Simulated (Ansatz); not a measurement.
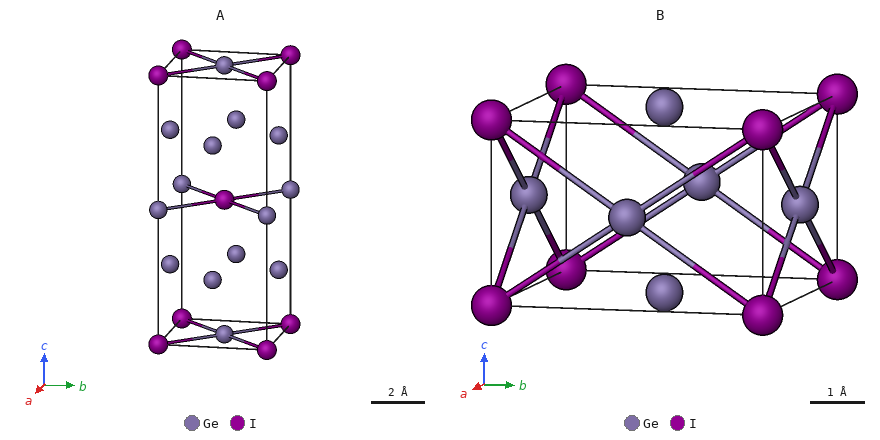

Two structures of Ge3I, each relaxed to rest (conventional cells in solid outline, small ones repeated, not to one scale). Method: Ansatz, DFT PBE, scalar-relativistic, plane waves, PAW, without spin polarisation.

Give the type and space group of each.

Answer. A: 8 atoms a cell on a body-centred tetragonal lattice, I4/mmm. B: 4 atoms a cell on a primitive tetragonal lattice, P4/mmm.

Which polymorph is favoured?

Answer. B is lower, by 84 meV/atom at this level of theory (energies at zero smearing). Volumes: A 24.2, B 23.5 Å³/atom.

One or both may be structure types tried for this composition rather than known phases.
